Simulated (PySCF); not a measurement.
## C6H3F3S: a changed input and its effect

System: C6H3F3S, SMILES FC(F)=C(F)c1cccs1.
Method of run 1: GIAO PBE0/pcSseg-1 NMR shielding, non-relativistic, gas phase (PySCF 2.14.0).

The geometry comes from this level: GFN2-xTB, MD frame at 250 fs, 400 K. Text and figures count atoms from 1; the logs count them from 0 in places.

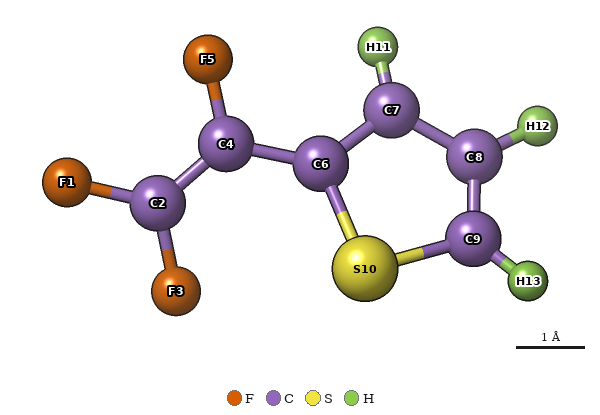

**Figure 1.** The structure (ball-and-stick view, seen at a tilt; atoms are numbered from 1 in the order of the input).

## The input, run 1
```
{"job": {"kind": "nmr", "xc": "PBE0", "basis": "pcSseg-1", "pop": false}, "charge": 0, "multiplicity": 1}
F      3.606100     0.137300     0.731000
C      2.332200     0.314900     0.259700
F      2.246700     1.072500    -0.845500
C      1.231200    -0.269400     0.738800
F      1.359800    -1.185500     1.612600
C     -0.108700    -0.073100     0.298200
C     -1.157800    -0.980400     0.325700
C     -2.271300    -0.552700    -0.407500
C     -2.187900     0.672000    -0.875300
S     -0.642400     1.373700    -0.530400
H     -1.009400    -1.927900     0.720000
H     -3.172100    -1.220200    -0.589600
H     -2.939300     1.267500    -1.283700
```

The first line tells a small driver script what to run in PySCF; the rest is the geometry in Å.

Launched with:
```bash
OMP_NUM_THREADS=1 python <driver script> task.json out
```

Hardware: 1 CPU thread, shared host.

## Output (run 1)
```
coarse grid: 13264 points
cycle   1  E = -927.1221721529  dE =  2.122e+00  |g| = 8.053e-01  |ddm| = 3.879e+00
cycle   2  E = -926.8582295343  dE =  2.639e-01  |g| = 1.399e+00  |ddm| = 1.637e+00
cycle   3  E = -927.2432229806  dE = -3.850e-01  |g| = 1.213e-01  |ddm| = 1.221e+00
cycle   4  E = -927.2452227151  dE = -2.000e-03  |g| = 9.497e-02  |ddm| = 2.581e-01
cycle   5  E = -927.2474294126  dE = -2.207e-03  |g| = 1.347e-02  |ddm| = 9.784e-02
cycle   6  E = -927.2474596464  dE = -3.023e-05  |g| = 6.411e-03  |ddm| = 1.678e-02
cycle   7  E = -927.2474693031  dE = -9.657e-06  |g| = 1.831e-03  |ddm| = 7.448e-03
final grid: 129928 points
cycle   8  E = -927.3277346471  dE = -3.742e-05  |g| = 8.420e-03  |ddm| = 3.627e-02
cycle   9  E = -927.3277122899  dE =  2.236e-05  |g| = 1.278e-02  |ddm| = 1.961e-02
cycle  10  E = -927.3277510966  dE = -3.881e-05  |g| = 1.324e-03  |ddm| = 1.369e-02
cycle  11  E = -927.3277515125  dE = -4.159e-07  |g| = 5.652e-04  |ddm| = 1.966e-03
cycle  12  E = -927.3277515856  dE = -7.310e-08  |g| = 1.245e-04  |ddm| = 5.546e-04
cycle  13  E = -927.3277515876  dE = -1.998e-09  |g| = 4.757e-05  |ddm| = 1.291e-04
cycle  14  E = -927.3277515881  dE = -4.904e-10  |g| = 1.437e-05  |ddm| = 5.479e-05
converged SCF energy = -927.3277515881

GIAO shielding tensors (ppm)
atom      isotropic    diamagn.    paramagn.     s11        s22        s33       span
  0 F      272.930     469.659    -196.729    249.792    268.155    300.843     51.051
  1 C       14.151     253.721    -239.571    -38.434     30.108     50.778     89.212
  2 F      288.569     476.297    -187.728    221.974    312.038    331.695    109.721
  3 C       56.573     243.570    -186.998     18.182     57.224     94.312     76.131
  4 F      363.041     470.938    -107.897    277.612    373.733    437.777    160.165
  5 C       42.642     266.425    -223.783    -38.222     34.848    131.299    169.522
  6 C       54.627     249.031    -194.404    -22.678     32.760    153.799    176.477
  7 C       59.885     254.287    -194.402    -18.228     46.530    151.351    169.579
  8 C       54.737     262.151    -207.414    -37.655     58.732    143.134    180.790
  9 S      245.599    1056.513    -810.914    130.170    262.900    343.729    213.559
 10 H       25.015      32.886      -7.871     21.526     24.165     29.354      7.828
 11 H       23.776      27.542      -3.765     20.066     23.742     27.521      7.454
 12 H       24.908      31.720      -6.812     22.243     24.926     27.555      5.312
```

The input of run 2 differs as follows (lines with − go, lines with + come):
```diff
-F      3.606100     0.137300     0.731000
-C      2.332200     0.314900     0.259700
-F      2.246700     1.072500    -0.845500
-C      1.231200    -0.269400     0.738800
-F      1.359800    -1.185500     1.612600
-C     -0.108700    -0.073100     0.298200
-C     -1.157800    -0.980400     0.325700
-C     -2.271300    -0.552700    -0.407500
-C     -2.187900     0.672000    -0.875300
-S     -0.642400     1.373700    -0.530400
-H     -1.009400    -1.927900     0.720000
-H     -3.172100    -1.220200    -0.589600
-H     -2.939300     1.267500    -1.283700
+F      2.807400    -1.683000     0.796100
+C      1.675500    -0.948100     0.862200
+F      1.954400     0.325600     1.257600
+C      0.461300    -1.372000     0.616100
+F      0.234400    -2.694100     0.539300
+C     -0.778800    -0.609200     0.573900
+C     -1.908800    -0.941800     1.313600
+C     -2.829500     0.166100     1.142500
+C     -2.425600     1.226200     0.487200
+S     -0.709200     0.996900    -0.116600
+H     -2.090900    -1.856500     1.878200
+H     -3.916600     0.191800     1.561000
+H     -3.133800     2.046000     0.182400
```

Predict how the results change.

With the same method and basis, run 2 lies 5.8 kcal/mol higher. The HOMO goes from −6.60 to −6.92 eV. The LUMO goes from −1.55 to −1.67 eV. The dipole moment goes from 2.26 to 2.60 D. Of all shieldings, the largest change is that of F5, by −20.4 ppm. The number of SCF iterations is the same.

## Output (run 2)
```
coarse grid: 13264 points
cycle   1  E = -927.1231380761  dE =  1.764e+00  |g| = 7.819e-01  |ddm| = 3.763e+00
cycle   2  E = -926.9223109289  dE =  2.008e-01  |g| = 1.308e+00  |ddm| = 1.545e+00
cycle   3  E = -927.2316880642  dE = -3.094e-01  |g| = 1.101e-01  |ddm| = 1.107e+00
cycle   4  E = -927.2331396376  dE = -1.452e-03  |g| = 8.763e-02  |ddm| = 2.278e-01
cycle   5  E = -927.2351211454  dE = -1.982e-03  |g| = 1.339e-02  |ddm| = 9.263e-02
cycle   6  E = -927.2351510477  dE = -2.990e-05  |g| = 6.654e-03  |ddm| = 1.757e-02
cycle   7  E = -927.2351608372  dE = -9.789e-06  |g| = 1.574e-03  |ddm| = 7.694e-03
final grid: 129928 points
cycle   8  E = -927.3184191525  dE = -3.719e-05  |g| = 8.719e-03  |ddm| = 3.379e-02
cycle   9  E = -927.3183915746  dE =  2.758e-05  |g| = 1.381e-02  |ddm| = 2.099e-02
cycle  10  E = -927.3184369232  dE = -4.535e-05  |g| = 1.268e-03  |ddm| = 1.450e-02
cycle  11  E = -927.3184372918  dE = -3.686e-07  |g| = 6.005e-04  |ddm| = 1.920e-03
cycle  12  E = -927.3184373762  dE = -8.437e-08  |g| = 1.127e-04  |ddm| = 5.765e-04
cycle  13  E = -927.3184373779  dE = -1.708e-09  |g| = 4.279e-05  |ddm| = 1.291e-04
cycle  14  E = -927.3184373782  dE = -3.754e-10  |g| = 1.581e-05  |ddm| = 5.070e-05
converged SCF energy = -927.3184373782

GIAO shielding tensors (ppm)
atom      isotropic    diamagn.    paramagn.     s11        s22        s33       span
  0 F      269.381     469.986    -200.605    256.367    263.591    288.186     31.819
  1 C       16.237     249.415    -233.178    -33.071     30.741     51.042     84.112
  2 F      277.978     476.135    -198.157    211.850    300.880    321.205    109.355
  3 C       52.869     245.755    -192.886     17.789     50.565     90.254     72.465
  4 F      342.670     470.189    -127.518    288.750    367.787    371.474     82.725
  5 C       38.440     264.543    -226.103    -40.947     28.212    128.054    169.001
  6 C       47.315     251.195    -203.880    -35.603     36.103    141.446    177.049
  7 C       48.826     254.876    -206.049    -35.529     41.839    140.169    175.699
  8 C       40.123     260.459    -220.335    -52.394     51.925    120.838    173.232
  9 S      230.242    1056.523    -826.282     46.077    253.015    391.633    345.557
 10 H       23.502      29.864      -6.361     20.697     22.592     27.218      6.522
 11 H       23.387      25.025      -1.639     19.635     23.292     27.233      7.598
 12 H       23.194      28.479      -5.285     20.246     23.517     25.819      5.573
```

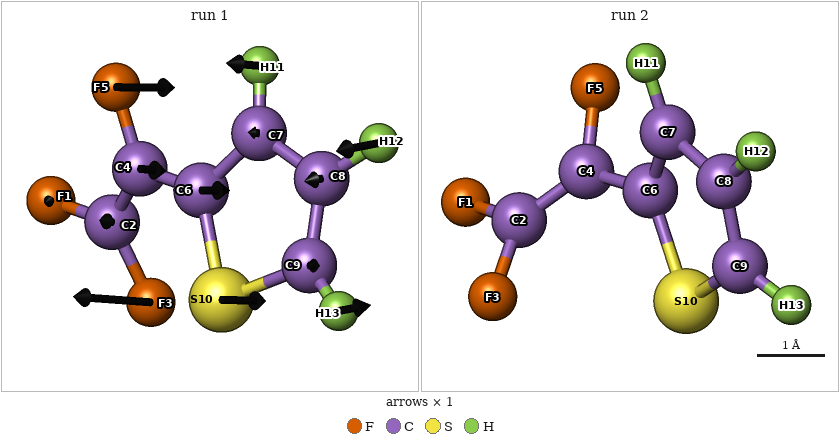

**Figure 2.** The two input geometries at one scale (ball-and-stick view, seen at a tilt). The black arrows on the first give the shifts of the atoms after the best rigid fit, at true length. The atom that moves furthest after the best rigid fit is F3 (1.54 Å). Largest moves by element: F 1.54 Å, S 0.97 Å, H 0.91 Å, C 0.55 Å. Among the contacts that change: C9–S10 1.732 → 1.834 Å, C9–H13 1.042 → 1.125 Å, C4–F5 1.273 → 1.344 Å, C7–H11 1.037 → 1.090 Å.

## The two runs side by side

| quantity | run 1 | run 2 |
| --- | --- | --- |
| outcome | converged | converged |
| total energy (hartree) | −927.327752 | −927.318437 |
| HOMO (eV) | −6.60 | −6.92 |
| LUMO (eV) | −1.55 | −1.67 |
| dipole moment (D) | 2.26 | 2.60 |
| shielding of F3 (ppm) | 288.6 | 278.0 |
| shielding of F5 (ppm) | 363.0 | 342.7 |
| shielding of C6 (ppm) | 42.6 | 38.4 |
| shielding of C7 (ppm) | 54.6 | 47.3 |
| shielding of C8 (ppm) | 59.9 | 48.8 |
| shielding of C9 (ppm) | 54.7 | 40.1 |
| shielding of S10 (ppm) | 245.6 | 230.2 |
| SCF iterations | 14 | 14 |
| basis functions | 192 | 192 |
| wall time (shared host) | 58 s | 45 s |
